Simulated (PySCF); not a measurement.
# C₂HMg radical: EPR parameters at several levels of theory

Aim: compute the EPR parameters of C₂HMg radical (`C#[C][Mg]`) at several levels, and see how far they spread and what each costs.

Computed with PySCF 2.14.0, with density-fitted response routines of our own, on a single molecule in the gas phase. Atoms count from 0, in the outputs and in this text.

### 1 The starting structure

4 atoms, charge 0, multiplicity 2; geometry from: GFN2-xTB.

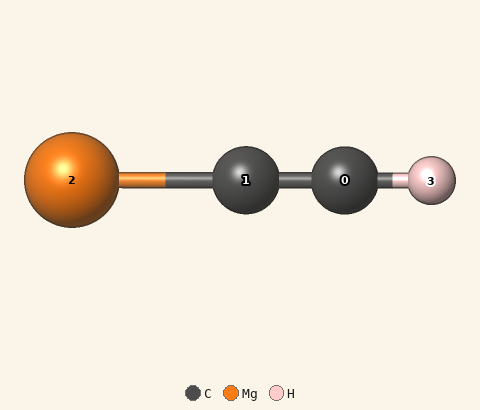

As it starts; carbon dark grey, magnesium orange, hydrogen pink, atoms numbered.

### 2 Relaxing the molecule at PBE0-D3(BJ)/def2-TZVP

Job settings and geometry (Å):

```
{"job": {"xc": "PBE0", "basis": "def2-TZVP", "d3": "d3bj", "grid": 2, "kind": "geom"}, "charge": 0, "multiplicity": 2}
C      0.000000     0.000000    -0.872040
C      0.000000     0.000000     0.336980
Mg     0.000000     0.000000     2.467920
H      0.000000     0.000000    -1.932860
```

The log of the run:

```text
step   0  E = -276.61959561  max force = 0.029254
step   1  E = -276.62117727  max force = 0.002102
step   2  E = -276.62119548  max force = 0.000424
step   3  E = -276.62119621  max force = 0.000009
optimisation converged
```

It took 29 s on 4 threads of Intel Xeon at 2.50GHz (Skylake/Cascade Lake), shared host.

Relaxation path:

```
step  energy from step 0 (eV)  largest force component (eV/Å)
   0                   0.0000                          1.5043
   1                  -0.0430                          0.1081
   2                  -0.0435                          0.0218
   3                  -0.0436                          0.0005
```

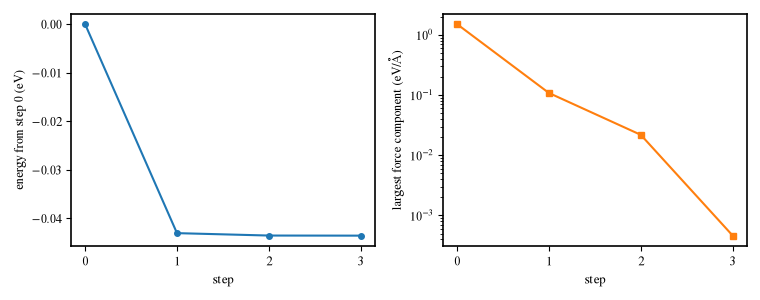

Energy and force, step by step.

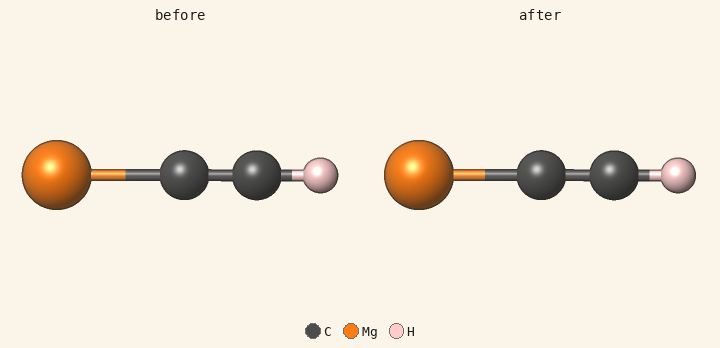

The geometry before (left) and after (right).

Distances of close pairs at the start and the end, largest changes first:

```
  bond  before (Å)  after (Å)  change (Å)
C1–Mg2       2.131      2.042      -0.089
 C0–C1       1.209      1.216      +0.007
 C0–H3       1.061      1.067      +0.006
```

The final coordinates are the input of the step that follows.

```
                         at the end point         value
  point group (found at 0.08 Å tolerance)           C∞v
rotational constants (GHz, main isotopes)  4.957, 4.957
                        dipole moment (D)          1.54
                                     ⟨S²⟩         0.751
```

### 3 g tensor and hyperfine couplings: B3LYP/def2-TZVP-core+IGLO-III+pcH-1

Job settings and geometry (Å):

```
{"job": {"kind": "epr", "xc": "B3LYP"}, "charge": 0, "multiplicity": 2}
C      0.000000    -0.000000    -0.851513
C     -0.000000     0.000000     0.364177
Mg    -0.000000     0.000000     2.405730
H      0.000000    -0.000000    -1.918394
```

Method: UKS B3LYP, IGLO-III on C, def2-TZVP-core on Mg, pcH-1 on H, non-relativistic, mean-field spin-orbit, GIAO.

The log of the run:

```text
UKS, coarse grid
  cycle   1  E = -276.78452246  |g| = 3.65e-01
  cycle   2  E = -276.68612294  |g| = 5.18e-01
  cycle   3  E = -276.84896809  |g| = 1.07e-01
  cycle   4  E = -276.85118212  |g| = 8.46e-02
  cycle   5  E = -276.85493378  |g| = 4.65e-03
  cycle   6  E = -276.85494468  |g| = 1.27e-03
  cycle   7  E = -276.85494487  |g| = 3.16e-04
UKS, final grid
  cycle   1  E = -276.85494755  |g| = 1.77e-04
  cycle   2  E = -276.85494756  |g| = 1.57e-04
  cycle   3  E = -276.85494757  |g| = 1.07e-04
  cycle   4  E = -276.85494758  |g| = 3.78e-05
  cycle   5  E = -276.85494758  |g| = 2.17e-05
E = -276.85494758 Eh   <S^2> = 0.7509 (exact 0.7500)
g shifts (ppm)      1          2          3
  rmc           -85        -85        -85
  gc             26         26         17
  oz_so       -1700      -1700         -0
  total       -1759      -1759        -68
hyperfine (MHz)  atom isotope    a_iso     a_fc   dipolar eigenvalues
    0   13C      24.13      24.12     -2.34     -2.34      4.68
    1   13C     169.89     169.92     -5.76     -5.76     11.53
    2  25Mg    -273.53    -273.61    -10.58      5.29      5.29
    3    1H       5.29       5.29     -0.66     -0.66      1.32
```

Wall time 17 s (4 threads of Intel Xeon at 2.50GHz (Skylake/Cascade Lake), shared host).

Principal g values 2.00056, 2.00056, 2.00225; g(iso) = 2.00112, against 2.00232 for a free electron.

Hyperfine couplings, nucleus by nucleus at this fixed geometry (no averaging over rotations):

```
nuclei  isotope  a(iso) (MHz)  a(iso) (G, at g = 2.0023)  largest dipolar term (MHz)
   Mg2     25Mg        -273.5                      -97.6                       -10.6
    C1      13C         169.9                       60.6                        11.5
    C0      13C          24.1                        8.6                         4.7
    H3       1H           5.3                        1.9                         1.3
```

Mulliken spin populations:

```
atom  value (e)
  C0      -0.02
  C1       0.06
 Mg2       0.96
  H3       0.00
```

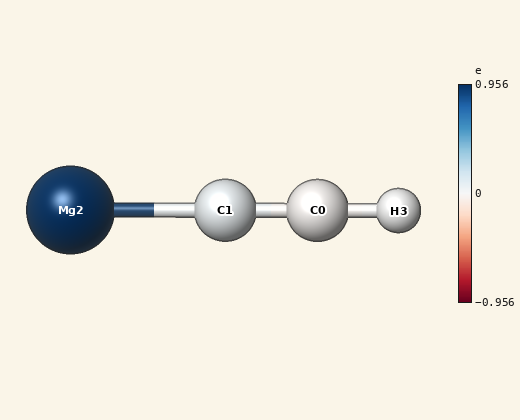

Mulliken spin populations, as colours on the atoms.

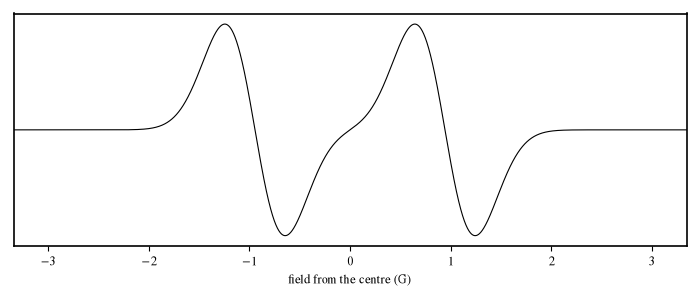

First-order isotropic spectrum (first derivative, main isotopes with spin only, couplings over 0.8 MHz, Gaussian width 0.3 G; couplings of the frozen geometry, rotation of groups not averaged beyond the rows shown).

### 4 g tensor and hyperfine couplings: PBE0/def2-TZVP-core+IGLO-III+pcH-1

Job settings and geometry (Å):

```
{"job": {"kind": "epr", "xc": "PBE0"}, "charge": 0, "multiplicity": 2}
C      0.000000    -0.000000    -0.851513
C     -0.000000     0.000000     0.364177
Mg    -0.000000     0.000000     2.405730
H      0.000000    -0.000000    -1.918394
```

With the program's defaults for keys left out, this is: UKS PBE0, IGLO-III on C, def2-TZVP-core on Mg, pcH-1 on H, non-relativistic, mean-field spin-orbit, GIAO.

The log of the run:

```text
UKS, coarse grid
  cycle   1  E = -276.56194676  |g| = 3.47e-01
  cycle   2  E = -276.51602761  |g| = 4.19e-01
  cycle   3  E = -276.61682545  |g| = 1.08e-01
  cycle   4  E = -276.62036522  |g| = 7.00e-02
  cycle   5  E = -276.62294657  |g| = 3.55e-03
  cycle   6  E = -276.62295809  |g| = 1.33e-03
  cycle   7  E = -276.62295992  |g| = 3.66e-04
UKS, final grid
  cycle   1  E = -276.62296710  |g| = 2.01e-04
  cycle   2  E = -276.62296714  |g| = 1.60e-04
  cycle   3  E = -276.62296716  |g| = 6.90e-05
  cycle   4  E = -276.62296716  |g| = 6.69e-05
  cycle   5  E = -276.62296717  |g| = 3.49e-05
  cycle   6  E = -276.62296717  |g| = 1.08e-05
E = -276.62296717 Eh   <S^2> = 0.7510 (exact 0.7500)
g shifts (ppm)      1          2          3
  rmc           -78        -78        -78
  gc             25         25         16
  oz_so       -1652      -1652         -0
  total       -1705      -1705        -62
hyperfine (MHz)  atom isotope    a_iso     a_fc   dipolar eigenvalues
    0   13C      21.96      21.95     -2.42     -2.42      4.83
    1   13C     153.06     153.09     -5.04     -5.04     10.07
    2  25Mg    -253.80    -253.87    -10.21      5.10      5.10
    3    1H       5.54       5.54     -0.53     -0.53      1.07
```

It took 18 s on 4 threads of Intel Xeon at 2.50GHz (Skylake/Cascade Lake), shared host.

In short: g(iso) 2.00116.

### 5 g tensor and hyperfine couplings: PBE/def2-TZVP-core+IGLO-III+pcH-1

Job settings and geometry (Å):

```
{"job": {"kind": "epr", "xc": "PBE"}, "charge": 0, "multiplicity": 2}
C      0.000000    -0.000000    -0.851513
C     -0.000000     0.000000     0.364177
Mg    -0.000000     0.000000     2.405730
H      0.000000    -0.000000    -1.918394
```

With the program's defaults for keys left out, this is: UKS PBE, IGLO-III on C, def2-TZVP-core on Mg, pcH-1 on H, non-relativistic, mean-field spin-orbit, GIAO.

The log of the run:

```text
UKS, coarse grid
  cycle   1  E = -276.50924557  |g| = 4.40e-01
  cycle   2  E = -276.04296820  |g| = 8.88e-01
  cycle   3  E = -276.59924097  |g| = 8.14e-02
  cycle   4  E = -276.60087528  |g| = 8.09e-02
  cycle   5  E = -276.60325192  |g| = 3.91e-02
  cycle   6  E = -276.60412846  |g| = 2.32e-03
  cycle   7  E = -276.60412955  |g| = 7.50e-04
UKS, final grid
  cycle   1  E = -276.60413694  |g| = 1.81e-03
  cycle   2  E = -276.60411812  |g| = 6.24e-03
  cycle   3  E = -276.60413863  |g| = 2.50e-04
  cycle   4  E = -276.60413864  |g| = 5.87e-05
  cycle   5  E = -276.60413865  |g| = 1.22e-05
E = -276.60413865 Eh   <S^2> = 0.7507 (exact 0.7500)
g shifts (ppm)      1          2          3
  rmc           -79        -79        -79
  gc             24         24         16
  oz_so       -1727      -1727         -0
  total       -1781      -1781        -63
hyperfine (MHz)  atom isotope    a_iso     a_fc   dipolar eigenvalues
    0   13C      26.70      26.69     -2.41     -2.41      4.83
    1   13C     161.96     161.99     -5.87     -5.87     11.74
    2  25Mg    -249.57    -249.64    -10.58      5.29      5.29
    3    1H       6.05       6.05     -0.66     -0.66      1.32
```

Run time: 12 s. Hardware: 4 threads of Intel Xeon at 2.50GHz (Skylake/Cascade Lake), shared host.

In short: g(iso) 2.00111.

### 6 EPR parameters: CAM-B3LYP/def2-TZVP-core+IGLO-III+pcH-1

Job settings and geometry (Å):

```
{"job": {"kind": "epr", "xc": "CAM-B3LYP"}, "charge": 0, "multiplicity": 2}
C      0.000000    -0.000000    -0.851513
C     -0.000000     0.000000     0.364177
Mg    -0.000000     0.000000     2.405730
H      0.000000    -0.000000    -1.918394
```

With the program's defaults for keys left out, this is: UKS CAM-B3LYP, IGLO-III on C, def2-TZVP-core on Mg, pcH-1 on H, non-relativistic, mean-field spin-orbit, GIAO.

The log of the run:

```text
UKS, coarse grid
  cycle   1  E = -276.73610333  |g| = 3.11e-01
  cycle   2  E = -276.74479779  |g| = 2.73e-01
  cycle   3  E = -276.78229318  |g| = 7.90e-02
  cycle   4  E = -276.78499940  |g| = 4.03e-02
  cycle   5  E = -276.78594951  |g| = 4.87e-03
  cycle   6  E = -276.78603628  |g| = 1.63e-03
  cycle   7  E = -276.78604238  |g| = 6.29e-04
UKS, final grid
  cycle   1  E = -276.78604447  |g| = 3.72e-04
  cycle   2  E = -276.78604456  |g| = 3.08e-04
  cycle   3  E = -276.78604461  |g| = 1.35e-04
  cycle   4  E = -276.78604462  |g| = 7.61e-05
  cycle   5  E = -276.78604463  |g| = 1.34e-05
E = -276.78604463 Eh   <S^2> = 0.7512 (exact 0.7500)
g shifts (ppm)      1          2          3
  rmc           -85        -85        -85
  gc             27         27         17
  oz_so       -1746      -1746         -0
  total       -1805      -1805        -68
hyperfine (MHz)  atom isotope    a_iso     a_fc   dipolar eigenvalues
    0   13C      23.11      23.10     -2.36     -2.36      4.71
    1   13C     167.99     168.02     -5.55     -5.55     11.09
    2  25Mg    -278.05    -278.13    -10.76      5.38      5.38
    3    1H       4.89       4.89     -0.62     -0.62      1.24
```

Wall time 18 s (4 threads of Intel Xeon at 2.50GHz (Skylake/Cascade Lake), shared host).

Key values: g(iso) 2.00109.

### 7 Comparing the runs: EPR parameters

g, ⟨S²⟩ and isotropic hyperfine couplings (MHz), with basis size and wall time:

```
                                    run   g(iso)   ⟨S²⟩  25Mg Mg2  13C C1  13C C0  1H H3  functions  time
    B3LYP/def2-TZVP-core+IGLO-III+pcH-1  2.00112  0.751    -273.5   169.9    24.1    5.3        136  17 s
     PBE0/def2-TZVP-core+IGLO-III+pcH-1  2.00116  0.751    -253.8   153.1    22.0    5.5        136  18 s
      PBE/def2-TZVP-core+IGLO-III+pcH-1  2.00111  0.751    -249.6   162.0    26.7    6.0        136  12 s
CAM-B3LYP/def2-TZVP-core+IGLO-III+pcH-1  2.00109  0.751    -278.0   168.0    23.1    4.9        136  18 s
```

### 8 Results

```
                            quantity                    value
                         point group                      C∞v
rotational constants (main isotopes)           4.96, 4.96 GHz
                      g(iso) (B3LYP)                  2.00112
                                ⟨S²⟩       0.751 (exact 0.75)
                      largest a(iso)  25Mg on Mg2, -273.5 MHz
```

In words: Single values in the summary come from the first sound run of each kind (B3LYP/def2-TZVP-core+IGLO-III+pcH-1), which need not be the best level. Over 3 steps the energy fell by 0.044 eV; of the close pairs, C1–Mg2 changed most, 2.131 to 2.042 Å. Mg2 carries the largest spin population, 0.96 e. The isotropic g lies 1.2 ppt below the free-electron value. The coupling of 25Mg on Mg2 runs from -278.0 (CAM-B3LYP/def2-TZVP-core+IGLO-III+pcH-1) to -249.6 MHz (PBE/def2-TZVP-core+IGLO-III+pcH-1).
